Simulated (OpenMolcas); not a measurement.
# triplet Si2H3F3 at 4 levels

Wanted: a comparison of 4 runs (UB3LYP/6-31G*, U-r2SCAN/cc-pVDZ, U-revPBE/cc-pVDZ, UBHLYP/cc-pVDZ) of triplet Si2H3F3. 

The results are computed with OpenMolcas 26.06.

1 further run of the same task is left out (set aside as unsound or not needed).

## Step 1: Starting point

Si2H3F3: 8 atoms, total charge 0, spin state triplet. As SMILES of the parent species, `F[Si](F)(F)[SiH3]`. The coordinates come from a PBE0-D4/def2-TZVP relaxation. That shape belongs to the parent species and isn't relaxed for this state.

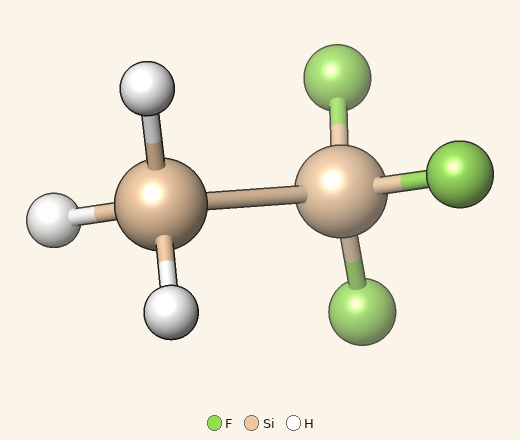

Viewed from a chosen angle; fluorine green, silicon light orange, hydrogen white.

## Step 2: The energy at UB3LYP/6-31G(d) (Cartesian functions) (run 1)

Contents of job.input:

```
* F3H3Si2 Kohn-Sham DFT

&GATEWAY
 BasLib=$CurrDir
 Coord
 8
 angstrom
 F        1.310500      -1.060500       1.504800
 Si       0.534400      -0.990500       0.128500
 F       -0.479300      -2.204500       0.107900
 F        1.595600      -1.255900      -1.013900
 Si      -0.550700       1.050400      -0.152600
 H       -1.525600       1.227900       0.951900
 H        0.460600       2.135800      -0.122800
 H       -1.253300       1.040400      -1.459500
 Basis=6-31Gs
 Group=NoSym

&SEWARD
 GridInput
 Grid=UltraFine
 End of Grid

&SCF
 UHF
 Spin=3
 KSDFT=B3LYP
 Thresholds=1e-10 1e-07 1e-07 1e-05
 PrOrbitals=1 2
```

The basis set 6-31G* is read from a file made from the Basis Set Exchange's data (not shown).

Command:

```
$ export MOLCAS_MEM=1860
$ pymolcas job.input > job.log
```

The log of the run:

```text
--- Start Module: gateway ---
[...]
--- Stop Module: gateway /rc=_RC_ALL_IS_WELL_ ---
--- Start Module: seward ---
[...]
      Basis functions           89
--- Stop Module: seward /rc=_RC_ALL_IS_WELL_ ---
[...]
--- Start Module: scf ---
[...]
       Convergence after  34 Iterations
[...]
::    Total KS-DFT energy                            -880.2371959055
[...]
      Total spin, S                                     1.0009742200
[...]
      Total electronic charge=   58.000000
      Total            charge=   -0.000000
[...]
      Dipole Moment (debye):
      Origin of the operator (angstrom)=    0.3735   -0.6879    0.0868
                   X= -7.1807E-01               Y=  1.5557E+00               Z= -3.5133E-01           Total=  1.7491E+00
      Quadrupole Moment (debye*angstrom):
[...]
--- Stop Module: scf /rc=_RC_ALL_IS_WELL_ ---
[...]
```

Run time: 96 s. Hardware: 1 thread of AMD EPYC 7R43 (Zen 3), shared host; peak memory 0.49 GiB.

## Step 3: The energy at U-r2SCAN/cc-pVDZ (run 2)

Contents of run.input:

```
&GATEWAY
  BasLib=$CurrDir
  BasisSet
  F.cc-pVDZ....
  F1 1.310500 -1.060500 1.504800 angstrom
  F3 -0.479300 -2.204500 0.107900 angstrom
  F4 1.595600 -1.255900 -1.013900 angstrom
  End of Basis
  BasisSet
  Si.cc-pVDZ....
  Si2 0.534400 -0.990500 0.128500 angstrom
  Si5 -0.550700 1.050400 -0.152600 angstrom
  End of Basis
  BasisSet
  H.cc-pVDZ....
  H6 -1.525600 1.227900 0.951900 angstrom
  H7 0.460600 2.135800 -0.122800 angstrom
  H8 -1.253300 1.040400 -1.459500 angstrom
  End of Basis

&SEWARD
  GridInput
  Grid=UltraFine
  End of Grid

&SCF
  UHF
  Spin=3
  KSDFT=2
  1.0 MGGA_X_R2SCAN
  1.0 MGGA_C_R2SCAN
  Thresholds=1e-10 1e-07 1e-07 1e-05
  PrOrbitals=0
```

The basis set cc-pVDZ is read from a file made from the Basis Set Exchange's data (not shown).

Command:

```
$ export MOLCAS_MEM=1860
$ pymolcas run.input > run.log
```

The log of the run:

```text
--- Start Module: gateway ---
[...]
--- Stop Module: gateway /rc=_RC_ALL_IS_WELL_ ---
--- Start Module: seward ---
[...]
      Basis functions           93
--- Stop Module: seward /rc=_RC_ALL_IS_WELL_ ---
[...]
--- Start Module: scf ---
[...]
       Convergence after  31 Iterations
[...]
::    Total KS-DFT energy                            -880.0666945709
[...]
      Total spin, S                                     1.0020450048
[...]
      Total electronic charge=   58.000000
      Total            charge=   -0.000000
[...]
      Dipole Moment (debye):
      Origin of the operator (angstrom)=    0.3735   -0.6879    0.0868
                   X= -7.7852E-01               Y=  1.4614E+00               Z= -2.0496E-01           Total=  1.6685E+00
      Quadrupole Moment (debye*angstrom):
[...]
--- Stop Module: scf /rc=_RC_ALL_IS_WELL_ ---
[...]
```

It took 2.3 min on 1 thread of AMD EPYC 7R43 (Zen 3), shared host; peak memory 0.51 GiB.

Run 3 isn't shown in full; the table further down has it.

## Step 4: A single-point energy at UBHLYP/cc-pVDZ (run 4)

Contents of geom.xyz:

```xyz
8

F      1.310500    -1.060500     1.504800
Si     0.534400    -0.990500     0.128500
F     -0.479300    -2.204500     0.107900
F      1.595600    -1.255900    -1.013900
Si    -0.550700     1.050400    -0.152600
H     -1.525600     1.227900     0.951900
H      0.460600     2.135800    -0.122800
H     -1.253300     1.040400    -1.459500
```

Contents of run.input:

```
* F3H3Si2 Kohn-Sham DFT
>>> EXPORT MOLCAS_PRINT=2

&GATEWAY
  BasLib=$CurrDir
  Coord=geom.xyz
  Basis=cc-pVDZ
  Group=NoSym

&SEWARD
  GridInput
  Grid=UltraFine
  End of Grid

&SCF
  UHF
  Spin=3
  KSDFT=HYB_GGA_XC_BHANDHLYP
  Thresholds=1e-10 1e-07 1e-07 1e-05
  PrOrbitals=0
```

The basis set cc-pVDZ is read from a file made from the Basis Set Exchange's data (not shown).

Command:

```
$ export MOLCAS_MEM=1860
$ pymolcas run.input > run.log
```

The log of the run:

```text
--- Start Module: gateway ---
[...]
--- Stop Module: gateway /rc=_RC_ALL_IS_WELL_ ---
--- Start Module: seward ---
[...]
      Basis functions           93
--- Stop Module: seward /rc=_RC_ALL_IS_WELL_ ---
[...]
--- Start Module: scf ---
[...]
       Convergence after  45 Iterations
[...]
::    Total KS-DFT energy                            -880.1164705846
[...]
      Total spin, S                                     1.0019260606
[...]
      Total electronic charge=   58.000000
      Total            charge=   -0.000000
[...]
      Dipole Moment (debye):
      Origin of the operator (angstrom)=    0.3735   -0.6879    0.0868
                   X= -1.0579E+00               Y=  1.9575E+00               Z= -2.4693E-01           Total=  2.2388E+00
      Quadrupole Moment (debye*angstrom):
[...]
--- Stop Module: scf /rc=_RC_ALL_IS_WELL_ ---
[...]
```

Wall time 2.3 min (1 thread of AMD EPYC 7R43 (Zen 3), shared host); peak memory 0.51 GiB.

## Step 5: The series

```tsv
run	level	Cartesian functions	energy (Eh)	dipole moment (D)	HOMO energy (eV)	⟨S²⟩	wall time
1	UB3LYP/6-31G* (Cartesian functions)	yes	-880.237196	1.75	-2.16	2.003	96 s
2	U-r2SCAN/cc-pVDZ	no	-880.066695	1.67	-2.04	2.006	2.3 min
3	U-revPBE/cc-pVDZ	no	-880.010300	1.36	-1.72	2.003	1.9 min
4	UBHLYP/cc-pVDZ	no	-880.116471	2.24	-3.42	2.006	2.3 min
```

## Step 6: Outcome

| quantity | value |
| --- | --- |
| run 4: total energy | -880.11647 Eh |
| run 4: dipole moment | 2.24 D |
| run 4: HOMO energy (highest over α and β) | -3.42 eV |
| run 4: ⟨S²⟩ | 2.006 |

What this shows: The dipole moment (its size) runs from 1.36 D (U-revPBE/cc-pVDZ) to 2.24 D (UBHLYP/cc-pVDZ). Totals of different functionals can't be ranked against each other. All runs together took 8.1 min, the longest 2.3 min.
